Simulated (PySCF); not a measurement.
**Geometry relaxation of Si2H4O2 (part 3 of 3)**

The same run, continued: Si2H4O2; CAM-B3LYP/ma-def2-SVP, RKS, dispersion D3(BJ) (PySCF 2.14.0). The atoms were displaced at random from an optimised geometry.

Geometry of the input (Å):
```
O  -0.8092  0.0164  0.9665
Si 0.0083  1.2325  0.0029
O  0.8118  -0.0469  -0.8938
Si -0.1114  -1.1977  0.0724
H  -1.0154  2.0929  -0.9201
H  0.9966  1.9536  0.8351
H  0.8878  -1.9287  0.8627
H  -1.0392  -1.8852  -0.8919
```

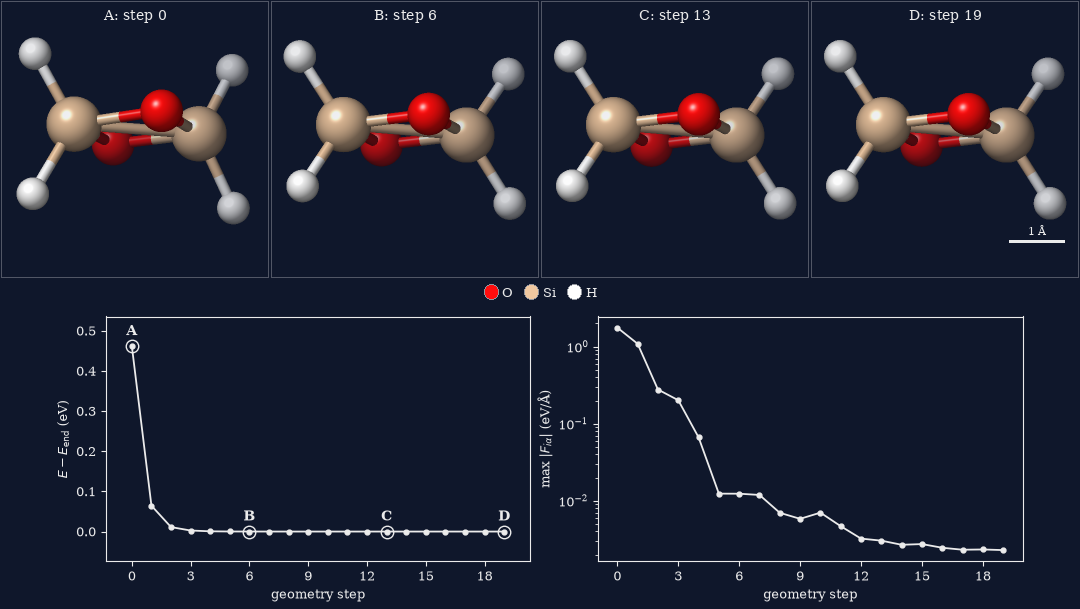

*Frames of the relaxation (ball-and-stick view, seen at a tilt) above the curves, on which the letters mark them (steps are counted from 0).*

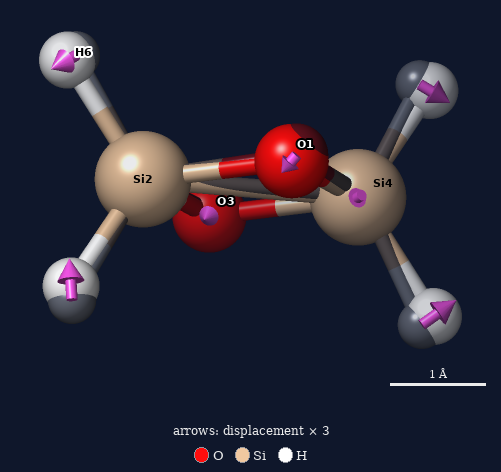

*Start (faint) and end (solid) with the displacements as pink arrows, magnified 3 times (ball-and-stick view, seen at a tilt). The two geometries are laid on each other by the best rigid fit.*

Over 19 geometry steps the energy falls by 0.462 eV. Largest force component: 1.8 eV/Å at the start, 0.0023 eV/Å at the end. The largest moves after the best rigid fit, 0.15 Å, are those of H5 and H8. Largest moves by element: H 0.15 Å, O 0.08 Å, Si 0.08 Å. Among the contacts that change: Si2–H5 1.625 → 1.485 Å, O3–Si4 1.764 → 1.699 Å, O1–Si2 1.754 → 1.699 Å, O1–Si4 1.661 → 1.699 Å. Among the angles that change: H7–Si4–H8 122.5° → 111.8°, O3–Si4–H7 105.3° → 113.6°, O3–Si4–H8 105.7° → 113.6°. (Atoms are counted from 1 in the order of the input.)

```
Step   19 : Displace = 1.754e-05/3.437e-05 (rms/max) Trust = 1.488e-03 (+) Grad = 1.308e-06/2.465e-06 (rms/max) E (change) = -731.6322455939 (-7.662e-11) Quality = 0.512
Hessian Eigenvalues: 6.94231e-03 1.56797e-02 2.00093e-02 ... 2.73479e-01 2.88072e-01 3.56709e-01
Converged! =D

converged: True
O          -0.83227202        0.05485936        0.88690034
Si         -0.00530984        1.24615398        0.00150966
O           0.76062691        0.00776289       -0.87400558
Si         -0.06634192       -1.18353110        0.01137901
H          -0.89594834        2.09791266       -0.82666481
H           0.92710019        2.05882005        0.82295960
H           0.82428018       -2.03529802        0.83956217
H          -0.99874249       -1.99619572       -0.81008451
converged SCF energy = -731.632245593992
Final energy -731.6322455939916
```

Trajectory as extended XYZ (Å, eV, eV/Å), 20 frames, from step=0 to step=19:
```
8
Properties=species:S:1:pos:R:3:forces:R:3 step=0 energy=-19908.26594
O    -0.8092    0.0164    0.9665    0.0988   1.2770  -0.5598
Si    0.0083    1.2325    0.0029   -0.6324  -0.8477  -1.3383
O     0.8118   -0.0469   -0.8938   -1.7662   0.6461   1.6094
Si   -0.1114   -1.1977    0.0724    1.1311   0.3349  -1.6921
H    -1.0154    2.0929   -0.9201    1.3211  -0.9222   1.2751
H     0.9966    1.9536    0.8351   -0.1616   0.3570  -0.0411
H     0.8878   -1.9287    0.8627   -0.1527  -0.6360   0.1609
H    -1.0392   -1.8852   -0.8919    0.1620  -0.2076   0.5875
8
Properties=species:S:1:pos:R:3:forces:R:3 step=1 energy=-19908.66327
O    -0.8056    0.0502    0.9174   -0.1129   0.5145  -0.0535
Si   -0.0034    1.2480   -0.0222    0.5303  -1.0896   0.4485
O     0.7723   -0.0072   -0.8833   -0.5364   0.0226   0.4840
Si   -0.0859   -1.1870    0.0440    0.7155   0.3551  -0.6511
H    -0.9243    2.0313   -0.8314   -0.3171   0.4286  -0.2921
H     0.9477    2.0254    0.8071   -0.0561   0.2029  -0.0571
H     0.8517   -2.0103    0.8502   -0.1768  -0.1664  -0.0298
H    -1.0228   -1.9114   -0.8454   -0.0477  -0.2656   0.1528
8
Properties=species:S:1:pos:R:3:forces:R:3 step=2 energy=-19908.71651
O    -0.8022    0.0581    0.9060   -0.1225   0.1520   0.0818
Si    0.0027    1.2458   -0.0177   -0.0504  -0.1193   0.2615
O     0.7646    0.0021   -0.8720    0.0205  -0.1565  -0.0417
Si   -0.0675   -1.1857    0.0327    0.1968   0.1378  -0.2777
H    -0.9264    2.0674   -0.8339    0.0525   0.0422  -0.0060
H     0.9384    2.0521    0.8061   -0.0220   0.0903  -0.0659
H     0.8312   -2.0521    0.8380   -0.0539  -0.0139  -0.0097
H    -1.0133   -1.9450   -0.8198   -0.0222  -0.1315   0.0591
8
Properties=species:S:1:pos:R:3:forces:R:3 step=3 energy=-19908.72504
O    -0.8093    0.0597    0.9027   -0.0180   0.0166   0.0043
Si    0.0020    1.2446   -0.0109   -0.0673   0.0732   0.2018
O     0.7632    0.0044   -0.8731    0.0699  -0.1060  -0.0753
Si   -0.0629   -1.1833    0.0233   -0.0325  -0.0059  -0.1185
H    -0.9132    2.0815   -0.8260    0.0142   0.0093  -0.0332
H     0.9320    2.0675    0.8035    0.0081   0.0176  -0.0319
H     0.8228   -2.0585    0.8306    0.0156   0.0183   0.0207
H    -1.0100   -1.9707   -0.8075    0.0092  -0.0226   0.0330
8
Properties=species:S:1:pos:R:3:forces:R:3 step=4 energy=-19908.72701
O    -0.8151    0.0578    0.9002    0.0092   0.0034  -0.0218
Si    0.0004    1.2450   -0.0040   -0.0484   0.0546   0.0666
O     0.7619    0.0039   -0.8749    0.0176  -0.0212  -0.0229
Si   -0.0645   -1.1837    0.0172   -0.0229  -0.0241  -0.0313
H    -0.9068    2.0890   -0.8244    0.0204  -0.0207  -0.0051
H     0.9322    2.0711    0.8048    0.0107  -0.0095  -0.0074
H     0.8231   -2.0528    0.8298    0.0124   0.0179   0.0138
H    -1.0093   -1.9836   -0.8036    0.0003  -0.0002   0.0086
8
Properties=species:S:1:pos:R:3:forces:R:3 step=5 energy=-19908.72746
O    -0.8191    0.0565    0.8975   -0.0017   0.0021  -0.0097
Si   -0.0013    1.2455   -0.0001   -0.0088   0.0101   0.0052
O     0.7600    0.0045   -0.8758   -0.0043   0.0065  -0.0035
Si   -0.0664   -1.1841    0.0138    0.0031  -0.0107   0.0006
H    -0.9026    2.0907   -0.8238    0.0020  -0.0052  -0.0044
H     0.9335    2.0693    0.8073    0.0064  -0.0124   0.0053
H     0.8251   -2.0451    0.8312    0.0026   0.0059   0.0048
H    -1.0095   -1.9896   -0.8030    0.0002   0.0039   0.0020
8
Properties=species:S:1:pos:R:3:forces:R:3 step=6 energy=-19908.72754
O    -0.8215    0.0561    0.8957   -0.0058   0.0022  -0.0038
Si   -0.0023    1.2456    0.0008    0.0010   0.0006  -0.0097
O     0.7589    0.0051   -0.8764   -0.0087   0.0051   0.0017
Si   -0.0669   -1.1841    0.0129    0.0123   0.0002   0.0058
H    -0.9015    2.0917   -0.8241    0.0001   0.0001  -0.0004
H     0.9341    2.0662    0.8096    0.0020  -0.0079   0.0064
H     0.8262   -2.0411    0.8328   -0.0013   0.0001   0.0008
H    -1.0089   -1.9912   -0.8031   -0.0001  -0.0002  -0.0004
8
Properties=species:S:1:pos:R:3:forces:R:3 step=7 energy=-19908.72759
O    -0.8246    0.0559    0.8933   -0.0066  -0.0003   0.0006
Si   -0.0035    1.2458    0.0011    0.0062  -0.0023  -0.0119
O     0.7579    0.0060   -0.8770   -0.0053   0.0010   0.0013
Si   -0.0670   -1.1839    0.0123    0.0091   0.0061   0.0069
H    -0.9002    2.0937   -0.8244   -0.0009   0.0037   0.0012
H     0.9340    2.0623    0.8127   -0.0014  -0.0023   0.0048
H     0.8271   -2.0376    0.8348   -0.0026  -0.0029  -0.0014
H    -1.0074   -1.9930   -0.8033    0.0013  -0.0028  -0.0014
8
Properties=species:S:1:pos:R:3:forces:R:3 step=8 energy=-19908.72761
O    -0.8276    0.0559    0.8909   -0.0033  -0.0026   0.0009
Si   -0.0045    1.2460    0.0009    0.0060  -0.0019  -0.0070
O     0.7572    0.0066   -0.8772   -0.0006  -0.0008   0.0002
Si   -0.0668   -1.1836    0.0121    0.0003   0.0065   0.0055
H    -0.8990    2.0963   -0.8246   -0.0003   0.0032   0.0014
H     0.9331    2.0590    0.8159   -0.0028   0.0015   0.0022
H     0.8274   -2.0353    0.8366   -0.0018  -0.0027  -0.0014
H    -1.0053   -1.9948   -0.8038    0.0024  -0.0032  -0.0017
8
Properties=species:S:1:pos:R:3:forces:R:3 step=9 energy=-19908.72762
O    -0.8299    0.0558    0.8890    0.0001  -0.0031  -0.0004
Si   -0.0051    1.2461    0.0006    0.0037  -0.0011  -0.0011
O     0.7573    0.0070   -0.8770    0.0022  -0.0002   0.0001
Si   -0.0667   -1.1835    0.0120   -0.0058   0.0035   0.0026
H    -0.8979    2.0983   -0.8248    0.0004   0.0011   0.0003
H     0.9317    2.0575    0.8184   -0.0025   0.0025   0.0004
H     0.8270   -2.0344    0.8378   -0.0005  -0.0010  -0.0003
H    -1.0031   -1.9963   -0.8047    0.0025  -0.0018  -0.0015
8
Properties=species:S:1:pos:R:3:forces:R:3 step=10 energy=-19908.72762
O    -0.8318    0.0556    0.8874    0.0019  -0.0020  -0.0013
Si   -0.0054    1.2462    0.0006    0.0009  -0.0005   0.0028
O     0.7581    0.0073   -0.8763    0.0031   0.0008   0.0006
Si   -0.0666   -1.1834    0.0118   -0.0070  -0.0001  -0.0005
H    -0.8969    2.0995   -0.8251    0.0008  -0.0009  -0.0009
H     0.9300    2.0569    0.8206   -0.0015   0.0020  -0.0005
H     0.8262   -2.0341    0.8388    0.0002   0.0006   0.0009
H    -1.0009   -1.9974   -0.8062    0.0018   0.0001  -0.0013
8
Properties=species:S:1:pos:R:3:forces:R:3 step=11 energy=-19908.72762
O    -0.8334    0.0552    0.8859    0.0021   0.0001  -0.0015
Si   -0.0056    1.2463    0.0009   -0.0019   0.0000   0.0047
O     0.7595    0.0077   -0.8750    0.0027   0.0011   0.0014
Si   -0.0665   -1.1834    0.0116   -0.0042  -0.0033  -0.0031
H    -0.8958    2.1001   -0.8257    0.0010  -0.0022  -0.0018
H     0.9279    2.0571    0.8230   -0.0005   0.0008  -0.0006
H     0.8252   -2.0342    0.8396    0.0003   0.0016   0.0018
H    -0.9986   -1.9980   -0.8084    0.0006   0.0018  -0.0010
8
Properties=species:S:1:pos:R:3:forces:R:3 step=12 energy=-19908.72762
O    -0.8337    0.0550    0.8857    0.0012   0.0008  -0.0005
Si   -0.0055    1.2463    0.0011   -0.0021  -0.0002   0.0032
O     0.7600    0.0078   -0.8746    0.0022   0.0007   0.0019
Si   -0.0665   -1.1834    0.0114   -0.0018  -0.0029  -0.0032
H    -0.8956    2.0998   -0.8259    0.0008  -0.0016  -0.0017
H     0.9275    2.0574    0.8234   -0.0004   0.0004  -0.0001
H     0.8249   -2.0342    0.8398   -0.0001   0.0012   0.0016
H    -0.9982   -1.9979   -0.8091    0.0004   0.0016  -0.0011
8
Properties=species:S:1:pos:R:3:forces:R:3 step=13 energy=-19908.72762
O    -0.8335    0.0550    0.8858   -0.0001   0.0005   0.0006
Si   -0.0055    1.2462    0.0012   -0.0016  -0.0002   0.0014
O     0.7600    0.0078   -0.8746    0.0022   0.0002   0.0024
Si   -0.0665   -1.1835    0.0114   -0.0001  -0.0015  -0.0030
H    -0.8956    2.0994   -0.8260    0.0005  -0.0006  -0.0015
H     0.9275    2.0575    0.8234   -0.0004   0.0004   0.0001
H     0.8249   -2.0341    0.8399   -0.0006   0.0005   0.0010
H    -0.9983   -1.9976   -0.8093    0.0002   0.0008  -0.0010
8
Properties=species:S:1:pos:R:3:forces:R:3 step=14 energy=-19908.72762
O    -0.8333    0.0549    0.8860   -0.0007   0.0003   0.0004
Si   -0.0054    1.2462    0.0014   -0.0018   0.0001   0.0002
O     0.7601    0.0078   -0.8745    0.0024  -0.0001   0.0027
Si   -0.0665   -1.1835    0.0114    0.0006  -0.0007  -0.0025
H    -0.8956    2.0990   -0.8261    0.0005  -0.0002  -0.0009
H     0.9275    2.0577    0.8234   -0.0003   0.0002   0.0001
H     0.8248   -2.0342    0.8399   -0.0007   0.0000   0.0006
H    -0.9984   -1.9973   -0.8095    0.0002   0.0004  -0.0007
8
Properties=species:S:1:pos:R:3:forces:R:3 step=15 energy=-19908.72762
O    -0.8330    0.0549    0.8863   -0.0011   0.0002  -0.0006
Si   -0.0054    1.2462    0.0015   -0.0019   0.0003  -0.0001
O     0.7602    0.0078   -0.8743    0.0027  -0.0002   0.0025
Si   -0.0665   -1.1835    0.0113    0.0006  -0.0002  -0.0015
H    -0.8957    2.0986   -0.8263    0.0004   0.0000  -0.0005
H     0.9273    2.0581    0.8233   -0.0002   0.0000   0.0002
H     0.8246   -2.0345    0.8398   -0.0005  -0.0003   0.0003
H    -0.9985   -1.9970   -0.8098    0.0001   0.0002  -0.0004
8
Properties=species:S:1:pos:R:3:forces:R:3 step=16 energy=-19908.72762
O    -0.8325    0.0548    0.8868   -0.0019   0.0002  -0.0018
Si   -0.0053    1.2461    0.0015   -0.0013   0.0001   0.0001
O     0.7605    0.0078   -0.8741    0.0025  -0.0001   0.0022
Si   -0.0664   -1.1835    0.0114    0.0009   0.0001  -0.0007
H    -0.8959    2.0981   -0.8266    0.0002   0.0000  -0.0002
H     0.9271    2.0587    0.8230   -0.0001  -0.0002   0.0003
H     0.8243   -2.0351    0.8396   -0.0003  -0.0002   0.0001
H    -0.9987   -1.9964   -0.8101    0.0000   0.0001  -0.0002
8
Properties=species:S:1:pos:R:3:forces:R:3 step=17 energy=-19908.72762
O    -0.8323    0.0549    0.8869   -0.0023  -0.0001  -0.0019
Si   -0.0053    1.2461    0.0015   -0.0006   0.0002   0.0002
O     0.7606    0.0078   -0.8740    0.0023   0.0000   0.0022
Si   -0.0664   -1.1835    0.0114    0.0008   0.0000  -0.0006
H    -0.8959    2.0979   -0.8266    0.0001   0.0000  -0.0001
H     0.9271    2.0588    0.8230   -0.0001  -0.0001   0.0002
H     0.8243   -2.0352    0.8396   -0.0002  -0.0001   0.0001
H    -0.9987   -1.9963   -0.8101    0.0000   0.0000  -0.0001
8
Properties=species:S:1:pos:R:3:forces:R:3 step=18 energy=-19908.72762
O    -0.8323    0.0549    0.8869   -0.0023  -0.0001  -0.0020
Si   -0.0053    1.2462    0.0015   -0.0003   0.0001   0.0004
O     0.7606    0.0078   -0.8740    0.0022   0.0002   0.0020
Si   -0.0664   -1.1835    0.0114    0.0005  -0.0001  -0.0004
H    -0.8959    2.0979   -0.8267    0.0001   0.0000  -0.0001
H     0.9271    2.0589    0.8229   -0.0001  -0.0001   0.0002
H     0.8243   -2.0353    0.8396   -0.0001   0.0000   0.0001
H    -0.9987   -1.9962   -0.8101    0.0001   0.0000  -0.0001
8
Properties=species:S:1:pos:R:3:forces:R:3 step=19 energy=-19908.72762
O    -0.8323    0.0549    0.8869   -0.0023  -0.0002  -0.0020
Si   -0.0053    1.2462    0.0015   -0.0003  -0.0001   0.0004
O     0.7606    0.0078   -0.8740    0.0023   0.0002   0.0020
Si   -0.0663   -1.1835    0.0114    0.0003   0.0001  -0.0004
H    -0.8959    2.0979   -0.8267    0.0001   0.0000  -0.0001
H     0.9271    2.0588    0.8230   -0.0001   0.0000   0.0002
H     0.8243   -2.0353    0.8396   -0.0001   0.0000   0.0001
H    -0.9987   -1.9962   -0.8101    0.0001   0.0000  -0.0002
```

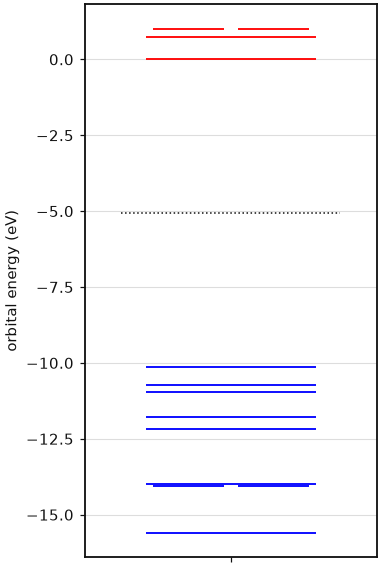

*Orbital energies near the frontier; the dotted line parts filled from empty levels, and levels within 0.02 eV of each other stand side by side.*

Highest filled −10.12 eV, lowest empty 0.00 eV, 10.12 eV apart.

Summary:

```json
{"quantity": "outcome", "value": "converged"}
{"quantity": "total energy", "value": "−731.632246 hartree"}
{"quantity": "dispersion energy", "value": "−0.005179 hartree"}
{"quantity": "basis functions", "value": "88"}
{"quantity": "HOMO", "value": "−10.12 eV"}
{"quantity": "LUMO", "value": "0.00 eV"}
{"quantity": "dipole moment", "value": "0.00 D"}
{"quantity": "hardware", "value": "1 thread of Arm Neoverse V1, 24 GiB of memory available, shared host"}
{"quantity": "wall time", "value": "3.5 min"}
{"quantity": "peak memory", "value": "0.89 GiB"}
```
